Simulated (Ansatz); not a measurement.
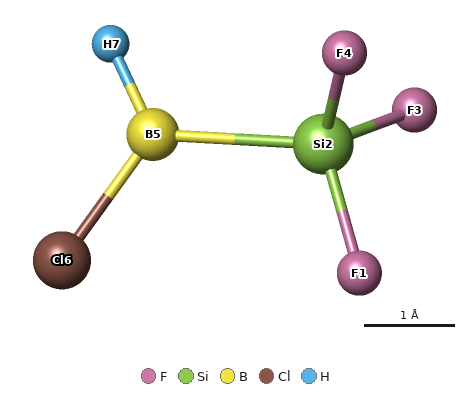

*The input geometry (ball-and-stick view, seen at a tilt; atoms are numbered from 1 in the order of the input).*

Bond lengths as drawn: B–Cl 1.73 Å, B–H 1.19 Å, B–Si 2.01 Å and F–Si 1.58 Å.

**BSiHClF$_{3}$: single-point calculation**

BSiHClF$_{3}$, computed with RKS PBE0-D4/def2-TZVPP (Ansatz 0.2.0).

The geometry comes from this level: PBE0-D4/def2-TZVP.

### The input
```yaml
crystal:
  periodic: [false, false, false]
  atoms:
    - {symbol: F, position_ang: [0.162028, -1.080473, 1.685778]}
    - {symbol: Si, position_ang: [0.077635, -0.824831, 0.130561]}
    - {symbol: F, position_ang: [-1.161360, -1.643800, -0.411374]}
    - {symbol: F, position_ang: [1.378189, -1.448387, -0.516757]}
    - {symbol: B, position_ang: [-0.092403, 1.119276, -0.349061]}
    - {symbol: Cl, position_ang: [-0.136912, 2.317371, 0.893465]}
    - {symbol: H, position_ang: [-0.165977, 1.492846, -1.478311]}
basis:
  gaussian: {orbitals: def2-TZVPP}
hamiltonian: {xc: pbe0, dispersion: d4}
output: {orbitals: {seedname: orbitals}}
```

Run on 4 threads of Arm Neoverse N1, 23 GiB of memory available, shared host.

Run as:
```bash
ansatz run in.yaml --threads 4 --pin off --events-out ev --progress --plain --max-ram 10444MiB
```

### Log
```
Functional definition: PBE0
  name "PBE0"
  cite "Adamo & Barone, J. Chem. Phys. 110, 6158 (1999) doi:10.1063/1.478522"
  cite "Perdew, Burke & Ernzerhof, Phys. Rev. Lett. 77, 3865 (1996) doi:10.1103/PhysRevLett.77.3865"
  parent pbe
  parameter a = 0.25
  parameter kappa = 0.804
  parameter beta = 0.06672455060314922
  exchange = (1 - a)*pbe_x(kappa = kappa, mu = beta*pi^2/3) + a*exact_x
  correlation = pbe_c(beta = beta)
1312 factors; their error is unknown
mean field evaluation 1: about -29234.1689 eV, gradient 5.2e1 eV
mean field evaluation 2: about -29230.7651 eV, gradient 7.4e1 eV
mean field evaluation 4: about -29237.9203 eV, gradient 2.0e0 eV
mean field evaluation 8: about -29238.0076 eV, gradient 2.7e-2 eV
mean field -29238.00760597 eV, -1074.4769612862 hartree, gradient 2.5e-5 eV, S^2 0.000000; 0 other end points of the search recorded, 0 dependent functions left out
reference -29238.00763470 eV, -1074.4769623418 hartree; 32, 32 occupied and 190, 190 virtual orbitals, 1312 factors
Total energy: -29238.15697395 eV, -1074.4824504579 hartree
```

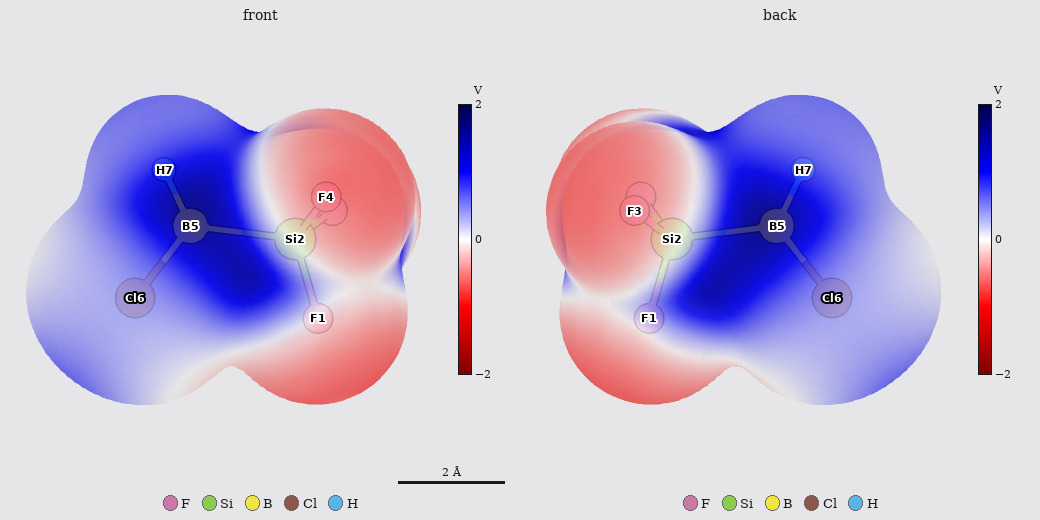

*The molecular electrostatic potential painted on the density surface at 0.001 e/bohr³, seen face on and from behind; the colour scale runs from red (negative) to blue (positive).*

A positive charge is drawn to the negative regions and a negative charge to the positive ones.

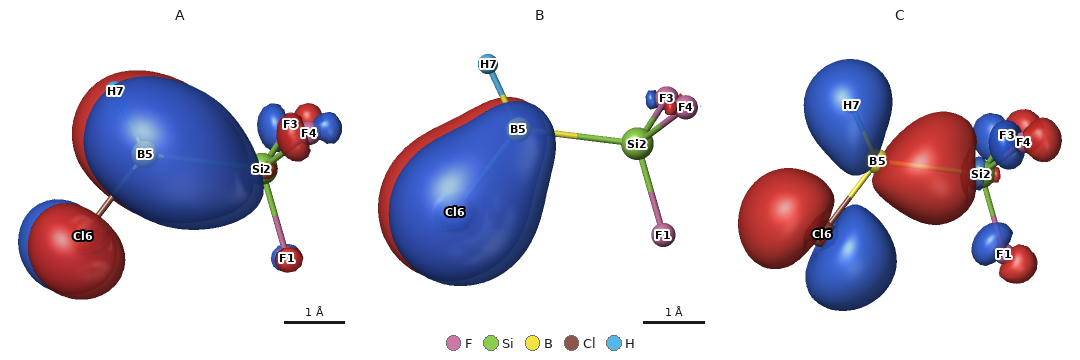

*Three frontier orbitals at ±0.1 Å⁻³ᐟ² (red and blue are the two phases).*

B is the HOMO−1 (−10.82 eV). C is the HOMO (−8.78 eV). It lies mainly on Cl6 (45 %), B5 (20 %), Si2 (15 %) and H7 (10 %); π-antibonding (π*) across Cl6–B5. A is the LUMO (−2.98 eV). Its weight (Hirshfeld) is mainly on B5 (55 %), Cl6 (20 %) and Si2 (15 %). The HOMO–LUMO gap is 5.80 eV between the orbital energies.

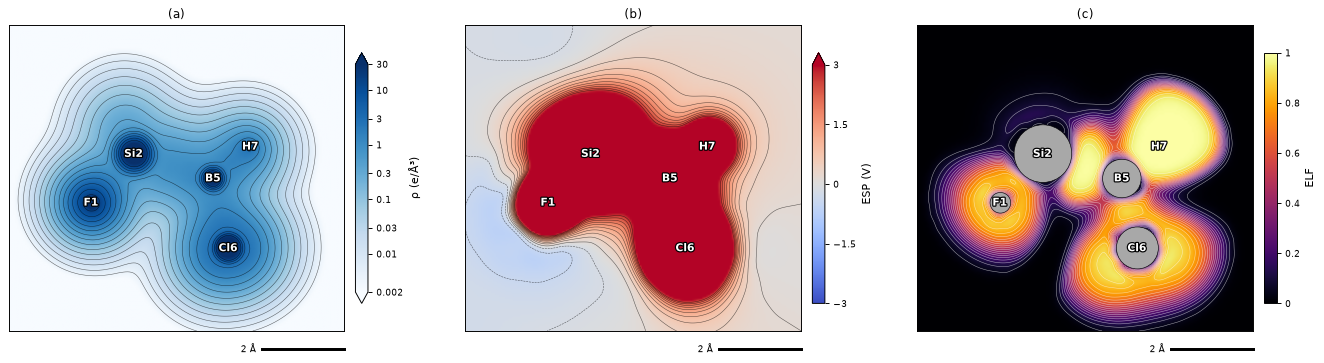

*(a) electron density; (b) electrostatic potential; (c) ELF on the plane of atoms Si2, B5 and Cl6. Grey discs, where drawn, cover atomic cores.*

The plane passes through F, Si, B, Cl and H nuclei. B–Cl (1.73 Å): ρ at the midpoint is about 1.4 e/Å³; the ELF peaks at about 0.90 between the atoms, which marks a polar covalent bond.

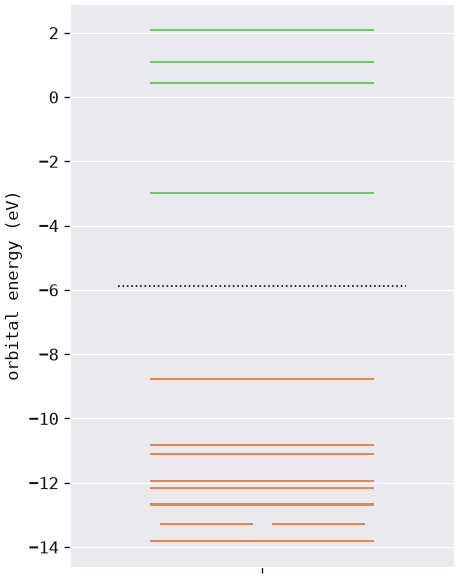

*Orbital energies near the frontier; the dotted line parts filled from empty levels, and levels within 0.02 eV of each other stand side by side.*

Highest filled −8.78 eV, lowest empty −2.98 eV, 5.80 eV apart.

### Summary

| quantity | value |
| --- | --- |
| outcome | converged |
| total energy | −29238.1570 eV |
| mean-field energy | −29238.0076 eV |
| dispersion energy | −0.1493 eV |
| SCF solution under orbital rotations | stable |
| HOMO | −8.78 eV |
| LUMO | −2.98 eV |
| wall time | 4 s (CPU time 15 s) |
| peak memory | 0.55 GiB |
